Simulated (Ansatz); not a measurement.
H7OSi2···F

Input file:

```
crystal:
  periodic: [false, false, false]
  atoms:
    - {symbol: Si, position_ang: [-0.359963, -0.225870, -0.618710]}
    - {symbol: F, position_ang: [1.126701, 1.081416, -0.822722]}
    - {symbol: H, position_ang: [0.007559, -0.718222, -1.967983]}
    - {symbol: H, position_ang: [-1.761732, -0.768693, -0.473052]}
    - {symbol: Si, position_ang: [0.742068, -0.979678, 1.294137]}
    - {symbol: H, position_ang: [0.028285, 1.772025, -0.800559]}
    - {symbol: O, position_ang: [-0.996509, 1.501901, -0.577996]}
    - {symbol: H, position_ang: [0.516701, 0.018120, 2.376934]}
    - {symbol: H, position_ang: [0.171277, -2.282188, 1.736622]}
    - {symbol: H, position_ang: [2.201823, -1.132461, 1.071471]}
    - {symbol: H, position_ang: [-1.676310, 1.733650, -1.218042]}
basis:
  gaussian: {orbitals: def2-TZVPP}
hamiltonian: {xc: pbe0, dispersion: d4}
output: {orbitals: {seedname: orbitals}}
```

Run with:

```sh
ansatz run in.yaml --threads 4 --pin off --events-out ev --progress --plain --max-ram 9574MiB
```

A transition-state structure; geometry: PBE0-D4/def2-TZVP.

Theory: RKS PBE0-D4/def2-TZVPP (Ansatz 0.2.0).

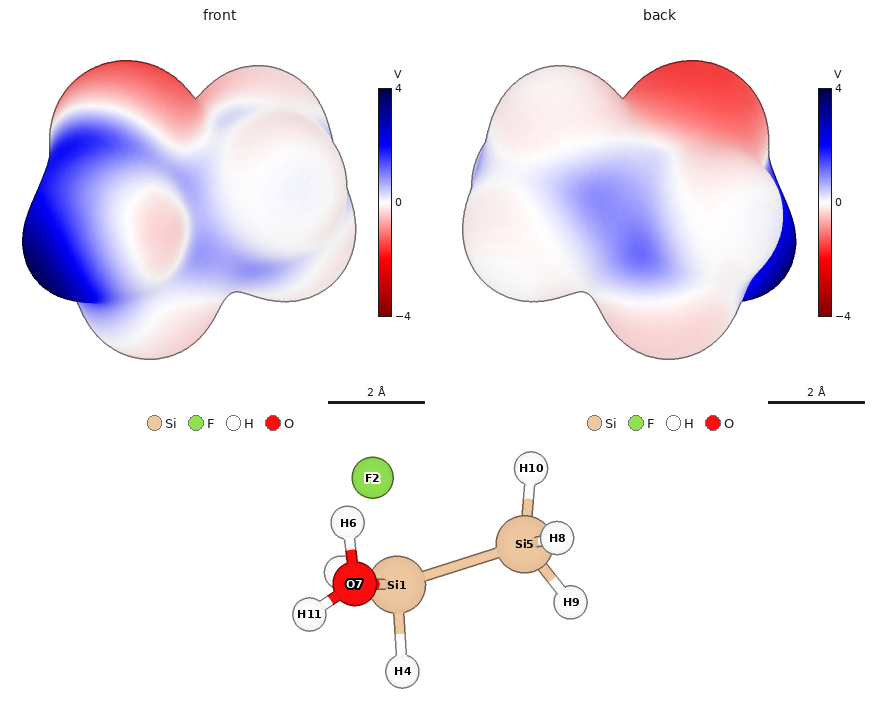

Figure 1. The electrostatic potential painted on the density surface at 0.002 e/bohr³, seen from the front and from behind; red is negative and blue positive. The bare structure is drawn below in the same view.

**Where is the surface potential most negative and most positive?**

The most negative region (about −1.5 V) lies over F2, the most positive (about +3.7 V) over H11.

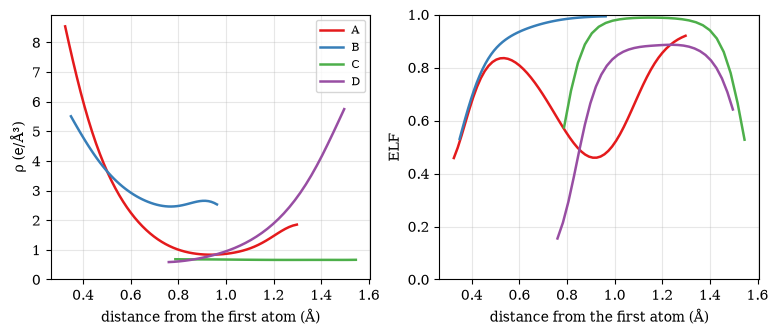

Figure 2. Electron density and electron localisation function along straight lines between neighbouring atoms. The curves leave out the atomic cores.

**Which curve belongs to which contact (F–H, O–H, Si–O and Si–Si)? The first atom named is at distance zero.**

Curve A: F2···H6 (1.30 Å): the density falls to about 0.84 e/Å³ on the way; the ELF climbs to about 0.80 towards the hydrogen, as it does in any bond to H. Curve B: O–H (0.96 Å): the density is about 3.8 e/Å³ at the midpoint; the ELF climbs to about 1 towards the hydrogen: an ordinary covalent bond to hydrogen. Curve C: Si–Si (2.33 Å): the density is about 0.66 e/Å³ at the midpoint; the ELF peaks at about 1 between the atoms; a covalent bond. Curve D: Si–O (1.84 Å): ρ at the midpoint is about 0.77 e/Å³; the ELF peaks at about 0.90 between the atoms, as expected for a shared but strongly polarised pair.

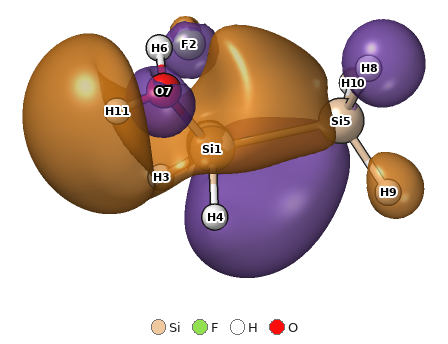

Figure 3. One frontier orbital at ±0.08 Å⁻³ᐟ² (orange and purple are the two phases), seen at a tilt.

**Which orbital is it: HOMO or LUMO?**

The LUMO, at −0.65 eV. Its weight (Hirshfeld) is mainly on Si1 (about 35 %), Si5 (about 15 %), H11 (about 15 %) and O7 (about 10 %).
